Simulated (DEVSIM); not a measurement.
System: Si p-i-n diode, at 400 K.

```
layer (left to right)  material  thickness (μm)  Nd (cm⁻³)  Na (cm⁻³)  τn (s)  τp (s)
---------------------  --------  --------------  ---------  ---------  ------  ------
1                            Si           0.710          -     9.8e17    4e-5    4e-5
2                            Si            16.0       3e13          -    4e-5    4e-5
3                            Si           0.220     5.6e18          -    4e-5    4e-5
```

Left contact: ohmic. Right contact: ohmic. Voltage is applied to the left contact. Recombination: SRH at mid-gap, Auger. Gap narrowing is on: ΔEg = 6.92 meV × (l + √(l² + 0.5)), l = ln(N/1.3e17 cm⁻³), shared equally by both band edges. Mobility is μmin + (μ − μmin)/(1 + (N/Nref)^α).

The device is made up for the run: typed textbook-type constants, with dimensions and the other settings drawn at random. Values at 300 K; Nc and Nv go as T^1.5, mobilities as T to minus their exponent, the gap by Varshni's rule with the affinity fixed.

```
parameter               Si
----------------  --------
gap (eV)             1.124
affinity (eV)         4.05
permittivity          11.7
Nc (cm⁻³)          2.86e19
Nv (cm⁻³)           3.1e19
μn (cm²/Vs)           1417
μp (cm²/Vs)            470
μn,min                  52
μp,min                  45
Nref,n              9.7e16
Nref,p              2.2e17
αn                    0.68
αp                    0.72
T exponent of μn       2.3
T exponent of μp       2.2
Cn (cm⁶/s)         2.8e-31
Cp (cm⁶/s)         9.9e-32
Varshni α (eV/K)  0.000473
Varshni β (K)          636
```

DEVSIM, 1D drift-diffusion, Boltzmann statistics, complete ionisation; no tunnelling, impact ionisation, image-force lowering or self-heating.

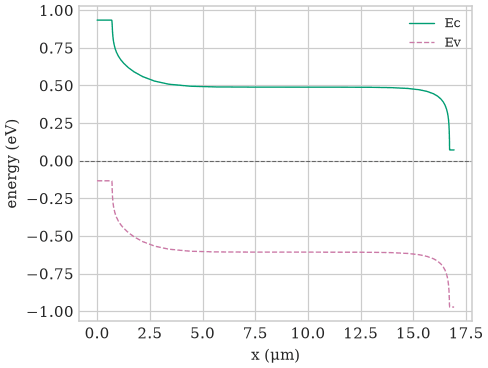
*Band edges at zero bias*

Energies count from the Fermi level of the right contact; mesh points crowd at the junctions.

| x (μm) | Ec (eV) | Ev (eV) | n (cm⁻³) | p (cm⁻³) | field (V/cm) |
|---|---|---|---|---|---|
| 0.000 | 0.934 | -0.134 | 7.6e7 | 9.8e17 | ≈ 0 |
| 0.03606 | 0.934 | -0.134 | 7.6e7 | 9.8e17 | ≈ 0 |
| 0.1225 | 0.934 | -0.134 | 7.6e7 | 9.8e17 | ≈ 0 |
| 0.3163 | 0.934 | -0.134 | 7.6e7 | 9.8e17 | ≈ 0 |
| 0.6044 | 0.934 | -0.134 | 7.6e7 | 9.8e17 | ≈ 0 |
| 0.6810 | 0.934 | -0.134 | 7.6e7 | 9.8e17 | -180 |
| 0.7120 | 0.906 | -0.190 | 1.7e8 | 1.9e17 | -45000 |
| 0.7782 | 0.790 | -0.306 | 4.9e9 | 6.7e15 | -8600 |
| 0.9117 | 0.721 | -0.375 | 3.6e10 | 9.0e14 | -3400 |
| 1.262 | 0.647 | -0.450 | 3.1e11 | 1.0e14 | -1500 |
| 2.154 | 0.559 | -0.538 | 4.0e12 | 8.0e12 | -660 |
| 5.662 | 0.490 | -0.607 | 3.0e13 | 1.1e12 | -17 |
| 11.61 | 0.488 | -0.608 | 3.1e13 | 1.0e12 | ≈ 0 |
| 14.72 | 0.480 | -0.617 | 4.0e13 | 8.1e11 | -110 |
| 16.14 | 0.429 | -0.667 | 1.7e14 | 1.9e11 | -980 |
| 16.50 | 0.368 | -0.729 | 1.0e15 | 3.2e10 | -3100 |
| 16.64 | 0.295 | -0.801 | 8.5e15 | 3.8e9 | -9400 |
| 16.70 | 0.196 | -0.900 | 1.5e17 | 2.2e8 | -40000 |
| 16.74 | 0.071 | -0.973 | 5.6e18 | 2.6e7 | ≈ 0 |
| 16.80 | 0.071 | -0.973 | 5.6e18 | 2.6e7 | ≈ 0 |
| 16.88 | 0.071 | -0.973 | 5.6e18 | 2.6e7 | ≈ 0 |
| 16.93 | 0.071 | -0.973 | 5.6e18 | 2.6e7 | ≈ 0 |
